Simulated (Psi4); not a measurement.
# One shape, several levels: SiH2S2 (SMILES S[Si]S)

We compute a comparison of 4 runs (HF/def2-SVP, DSD-BLYP-VV10/2ZaPa-NR, DSD-BLYP/2ZaPa-NR, CCSD(T)/def2-SVPD) of SiH2S2. 

The calculation is run with Psi4 1.11.

1 further run of the same task is left out (set aside as unsound or not needed).

### 1 The molecule

The species is SiH2S2 (5 atoms), meant as a singlet with charge 0. SMILES: `S[Si]S`. The coordinates come from a PBE0-D4/def2-TZVP relaxation. This is one conformer, not always the lowest.

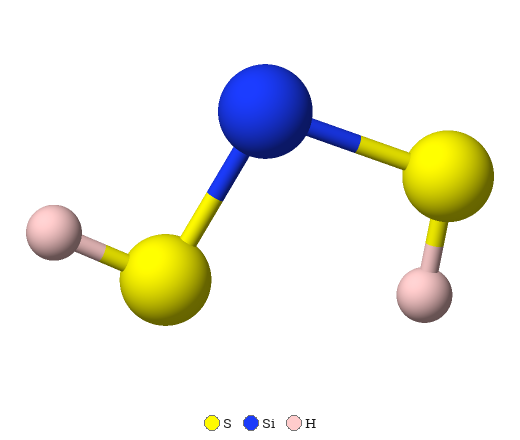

Viewed from a chosen angle; sulfur yellow, silicon blue, hydrogen pink.

### 2 Energy and gradient at HF/def2-SVP (run 1)

Input file input.json:

```json
{
 "schema_name": "qcschema_input",
 "schema_version": 1,
 "molecule": {
  "schema_name": "qcschema_molecule",
  "schema_version": 2,
  "symbols": ["S", "Si", "S", "H", "H"],
  "geometry": [-1.21074753, -1.93470161, -1.02271978, -1.23814856, 1.83095564, 0.44937687, 2.69569432, 2.111391, 1.38743692, -3.69384766, -1.96947257, -1.55921303, 3.54153573, -0.17744528, 0.66688435],
  "molecular_charge": 0,
  "molecular_multiplicity": 1,
  "fix_symmetry": "c1",
  "fix_com": true,
  "fix_orientation": true
 },
 "driver": "gradient",
 "model": {
  "method": "hf",
  "basis": "def2-SVP"
 },
 "keywords": {
  "puream": true,
  "e_convergence": 1e-09,
  "d_convergence": 1e-08,
  "scf_type": "pk",
  "scf_properties": ["LOWDIN_CHARGES", "MULLIKEN_CHARGES", "DIPOLE"]
 }
}
```

On the command line:

```console
$ psi4 --qcschema input.json -n 1 --memory 1600MB
```

stdout:

```text
[...]
  Running in c1 symmetry.
[...]
  Nuclear repulsion =  175.698373813974513
[...]
  Multiplicity = 1
[...]
  Nalpha       = 24
  Nbeta        = 24
[...]
    Number of basis functions: 64
[...]
   @RHF iter   1: -1084.79986443279245   -4.53917e-01   3.44555e-03 DIIS/ADIIS
[...]
   @RHF iter  12: -1084.84409696722787   -1.81899e-12   4.11854e-09 DIIS
[...]
  @RHF Final Energy: -1084.84409696722787
   => Energetics <=
    Nuclear Repulsion Energy =            175.6983738139745128
    One-Electron Energy =               -1851.4998429920965464
    Two-Electron Energy =                 590.9573722108940501
    Total Energy =                      -1084.8440969672278698
[...]
  Mulliken Charges: (a.u.)
   Center  Symbol    Alpha    Beta     Spin     Total
       1     S     8.15827  8.15827  0.00000 -0.31654
       2    SI     6.77405  6.77405  0.00000  0.45189
       3     S     8.15954  8.15954  0.00000 -0.31908
       4     H     0.45473  0.45473  0.00000  0.09055
       5     H     0.45341  0.45341  0.00000  0.09318
   Total alpha = 24.00000, Total beta = 24.00000, Total charge =  0.00000
  Lowdin Charges: (a.u.)
   Center  Symbol    Alpha    Beta     Spin     Total
       1     S     8.01230  8.01230  0.00000 -0.02459
[...]
  -Total Gradient:
     Atom            X                  Y                   Z
    ------   -----------------  -----------------  -----------------
       1        0.007890876839     0.002281755822     0.002558430288
       2        0.000476738093    -0.003323160038    -0.001204557820
       3       -0.004386589969     0.003564925113     0.000477509058
       4       -0.004510621392     0.002334441263    -0.000034419919
       5        0.000529596427    -0.004857962162    -0.001796961607
[...]
```

The result, in JSON:

```text
{
 "driver": "gradient",
 "model": {
  "method": "hf",
  "basis": "def2-SVP"
 },
 "success": true,
 "return_result": [0.007890876839425909, 0.002281755822139464, 0.0025584302880803135, 0.0004767380931876286, -0.003323160037939893, -0.001204557820201367, -0.004386589968862195, 0.0035649251133741955, 0.0004775090583067909, -0.004510621392062153, 0.002334441263209904, -3.44199191536082e-05, 0.0005295964272869214, -0.004857962162466867, -0.00179696160690139],
 "properties": {
  "calcinfo_nbasis": 64,
  "calcinfo_nmo": 64,
  "calcinfo_nalpha": 24,
  "calcinfo_nbeta": 24,
  "calcinfo_natom": 5,
  "nuclear_repulsion_energy": 175.6983738139745,
  "return_energy": -1084.8440969672279,
  "return_gradient": [0.007890876839425909, 0.002281755822139464, 0.0025584302880803135, 0.0004767380931876286, -0.003323160037939893, -0.001204557820201367, -0.004386589968862195, 0.0035649251133741955, 0.0004775090583067909, -0.004510621392062153, 0.002334441263209904, -3.44199191536082e-05, 0.0005295964272869214, -0.004857962162466867, -0.00179696160690139],
  "scf_one_electron_energy": -1851.4998429920965,
  "scf_two_electron_energy": 590.957372210894,
  "scf_dipole_moment": [-0.38915596803125485, -0.30031720163822584, -0.19985786163864994],
  "scf_total_energy": -1084.8440969672279,
  "scf_total_gradient": [0.007890876839425909, 0.002281755822139464, 0.0025584302880803135, 0.0004767380931876286, -0.003323160037939893, -0.001204557820201367, -0.004386589968862195, 0.0035649251133741955, 0.0004775090583067909, -0.004510621392062153, 0.002334441263209904, -3.44199191536082e-05, 0.0005295964272869214, -0.004857962162466867, -0.00179696160690139],
  "scf_iterations": 12
 }
}
```

Run time: 1.8 s. Hardware: 1 thread of Intel Xeon 6975P-C (Granite Rapids), shared host; peak memory 0.21 GiB.

### 3 A single-point energy at DSD-BLYP-VV10/2ZaPa-NR (density fitting, density fitting for correlation) (run 2)

Input file input.json:

```json
{
 "schema_name": "qcschema_input",
 "schema_version": 1,
 "molecule": {
  "schema_name": "qcschema_molecule",
  "schema_version": 2,
  "symbols": ["S", "Si", "S", "H", "H"],
  "geometry": [-1.21074753, -1.93470161, -1.02271978, -1.23814856, 1.83095564, 0.44937687, 2.69569432, 2.111391, 1.38743692, -3.69384766, -1.96947257, -1.55921303, 3.54153573, -0.17744528, 0.66688435],
  "molecular_charge": 0,
  "molecular_multiplicity": 1,
  "fix_symmetry": "c1"
 },
 "driver": "energy",
 "model": {
  "method": "dsd-blyp-nl",
  "basis": "2ZaPa-NR"
 },
 "keywords": {}
}
```

On the command line:

```console
$ psi4 --qcschema input.json -n 1 --memory 1600MB
```

stdout:

```text
[...]
  Running in c1 symmetry.
[...]
  Nuclear repulsion =  175.698373813974484
[...]
  Multiplicity = 1
[...]
  Nalpha       = 24
  Nbeta        = 24
[...]
    Number of basis functions: 93
[...]
   @DF-RKS iter   1: -1086.10178193147135   -3.54931e-01   2.82130e-03 DIIS/ADIIS
[...]
   @DF-RKS iter   8: -1086.15341926522296   -7.52655e-08   5.37018e-07 DIIS
[...]
  @DF-RKS Final Energy: -1086.15341926522296
   => Energetics <=
    Nuclear Repulsion Energy =            175.6983738139744844
    One-Electron Energy =               -1852.2503495914647829
    Two-Electron Energy =                 611.9891808468229328
    DFT Exchange-Correlation Energy =     -21.6652151666735548
    Empirical Dispersion Energy =           0.0000000000000000
    VV10 Nonlocal Energy =                  0.0745908321179656
    Total Energy =                      -1086.1534192652227375
[...]
 Multipole Moments:
 ------------------------------------------------------------------------------------
     Multipole            Electronic (a.u.)      Nuclear  (a.u.)        Total (a.u.)
 ------------------------------------------------------------------------------------
 L = 1.  Multiply by 2.5417464519 to convert [e a0] to [Debye]
 Dipole X            :         -0.1923028           -0.2084042           -0.4007070
 Dipole Y            :          1.3942665           -1.6423088           -0.2480423
 Dipole Z            :          0.5068881           -0.6886525           -0.1817644
 Magnitude           :                                                    0.5051034
[...]
```

The result, in JSON:

```text
{
 "driver": "energy",
 "model": {
  "method": "dsd-blyp-nl",
  "basis": "2ZaPa-NR"
 },
 "success": true,
 "return_result": -1086.3899463239063,
 "properties": {
  "calcinfo_nbasis": 93,
  "calcinfo_nmo": 93,
  "calcinfo_nalpha": 24,
  "calcinfo_nbeta": 24,
  "calcinfo_natom": 5,
  "nuclear_repulsion_energy": 175.69837381397448,
  "return_energy": -1086.3899463239063,
  "scf_one_electron_energy": -1852.2503495914648,
  "scf_two_electron_energy": 611.9891808468229,
  "scf_vv10_energy": 0.07459083211796565,
  "scf_xc_energy": -21.665215166673555,
  "scf_dipole_moment": [-0.4007070184564141, -0.24804230891926848, -0.18176439690710744],
  "scf_total_energy": -1086.153419265223,
  "scf_iterations": 8
 }
}
```

It took 23 s on 1 thread of Intel Xeon 6975P-C (Granite Rapids), shared host; peak memory 0.48 GiB.

Run 3 isn't shown in full; the table further down has it.

### 4 A single-point energy at CCSD(T)/def2-SVPD (run 4)

Input file h2s2si.xyz:

```xyz
5
H2S2Si
S     -0.640700    -1.023800    -0.541200
Si    -0.655200     0.968900     0.237800
S      1.426500     1.117300     0.734200
H     -1.954700    -1.042200    -0.825100
H      1.874100    -0.093900     0.352900
```

Input file h2s2si_ase.py:

```python
import numpy as np
from ase.calculators.psi4 import Psi4
from ase.io import read

atoms = read('h2s2si.xyz')
calc = Psi4(atoms=atoms, method='ccsd(t)', basis='def2-SVPD', memory='1600MB', num_threads=1, charge=0, multiplicity=1, label='psi4-calc', reference='rhf')
calc.psi4.set_options({'puream': True, 'e_convergence': 1e-09, 'd_convergence': 1e-08, 'scf_type': 'pk', 'num_frozen_docc': 15})
atoms.calc = calc

print(f'energy: {atoms.get_potential_energy():.6f} eV')
```

On the command line:

```console
$ python h2s2si_ase.py
```

psi4-calc.dat:

```text
[...]
  Running in c1 symmetry.
[...]
  Nuclear repulsion =  175.698373892507874
[...]
  Multiplicity = 1
[...]
  Nalpha       = 24
  Nbeta        = 24
[...]
    Number of basis functions: 94
[...]
   @RHF iter   1: -1084.81041420487441   -4.05578e-01   2.49659e-03 DIIS/ADIIS
[...]
   @RHF iter  12: -1084.85941834057212   -1.81899e-12   4.83744e-09 DIIS
[...]
  @RHF Final Energy: -1084.85941834057212
   => Energetics <=
    Nuclear Repulsion Energy =            175.6983738925078740
    One-Electron Energy =               -1851.1594723714192696
    Two-Electron Energy =                 590.6016801383393613
    Total Energy =                      -1084.8594183405721196
[...]
 Multipole Moments:
 ------------------------------------------------------------------------------------
     Multipole            Electronic (a.u.)      Nuclear  (a.u.)        Total (a.u.)
 ------------------------------------------------------------------------------------
 L = 1.  Multiply by 2.5417464519 to convert [e a0] to [Debye]
 Dipole X            :         -0.1198413           -0.2084042           -0.3282456
 Dipole Y            :          1.3866946           -1.6423088           -0.2556142
 Dipole Z            :          0.5191743           -0.6886525           -0.1694782
 Magnitude           :                                                    0.4492289
[...]
      * MP2 total energy                      = -1085.227406959931386
[...]
      * CCSD total energy                     = -1085.270828927322100
[...]
      * CCSD(T) total energy                  = -1085.287480620605265
```

The script printed:

```text
energy: -29532.176583 eV
```

It took 14 s on 1 thread of Intel Xeon 6975P-C (Granite Rapids), shared host; peak memory 0.65 GiB.

### 5 All runs side by side

| run | level | task | integrals | energy (Eh) | HOMO energy (eV) | LUMO energy (eV) | HOMO–LUMO gap (eV) | wall time |
| --- | --- | --- | --- | --- | --- | --- | --- | --- |
| 1 | HF/def2-SVP | gradient | pk | -1084.844097 | -9.40 | 1.03 | 10.43 | 1.8 s |
| 2 | DSD-BLYP-VV10/2ZaPa-NR (density fitting, density fitting for correlation) | energy | df | -1086.389946 | -8.65 | -0.49 | 8.16 | 23 s |
| 3 | DSD-BLYP/2ZaPa-NR (density fitting, density fitting for correlation) | energy | df | -1086.466012 | -8.85 | -0.40 | 8.45 | 3.3 s |
| 4 | CCSD(T)/def2-SVPD | energy | pk | -1085.287481 | -9.50 | 0.86 | 10.35 | 14 s |

### 6 What came out

| quantity | value |
| --- | --- |
| run 4: total energy | -1085.28748 Eh |
| run 4: HOMO energy (Hartree–Fock orbitals) | -9.50 eV |
| run 4: LUMO energy (Hartree–Fock orbitals) | 0.86 eV |
| run 4: HOMO–LUMO gap (Hartree–Fock orbitals) | 10.35 eV |
| run 4: correlation energy (15 core orbitals frozen) | -428.1 mEh |
| run 4: (T) correction | -16.65 mEh |
| run 4: T1 diagnostic | 0.016 |

What this shows: Over runs 1, 2, 3 the HOMO–LUMO gap runs from 8.16 eV (DSD-BLYP-VV10/2ZaPa-NR) to 10.43 eV (HF/def2-SVP). The two ends differ in method and basis. A double hybrid's value is that of its SCF part. All runs together took 42 s, the longest 23 s.
